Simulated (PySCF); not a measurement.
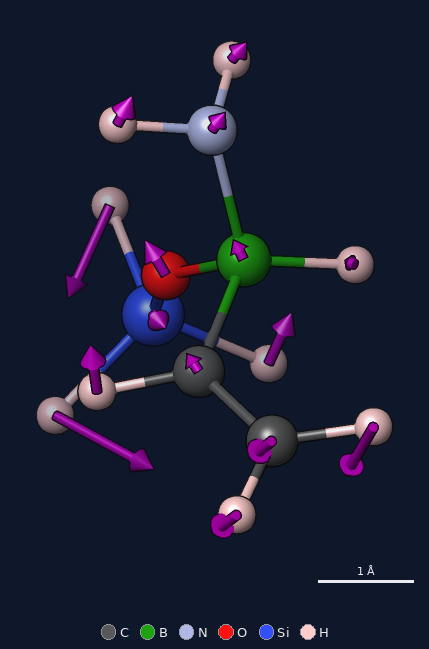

This is a relaxation of C₂H₉BNOSi (charge −1). The starting structure is drawn; purple arrows show the displacements, at their true length. The two geometries are superimposed by the best rigid fit.

Style: ball-and-stick. Shown from a free direction.

The start comes from GFN2-xTB.

The calculation used PBE0-D3(BJ)/def2-SVP geometry optimisation, gas phase in PySCF. 

Question: Describe the change and its energy.

Answer: The atom that moves furthest after the best rigid fit is an H atom (1.37 Å). Largest moves by element: H 1.37 Å, C 0.59 Å, O 0.45 Å, Si 0.33 Å, N 0.27 Å, B 0.25 Å. Near-neighbour distances that change, for instance: O–Si 1.551 → 1.620 Å, B–H 1.209 → 1.257 Å, H–Si 1.484 → 1.511 Å, C–H 1.081 → 1.099 Å. Among the angles between lasting bonds that change: B–O–Si 151.5° → 123.0°, O–Si–H 111.2° → 116.1°, C–B–H 113.8° → 109.7°. Groups turn about O–Si by about 55°, B–C by about 25°. After 18 geometry steps the energy has fallen by 24.0 kJ/mol.

Limits of the set-up: the basis has no diffuse functions, which an anion needs.
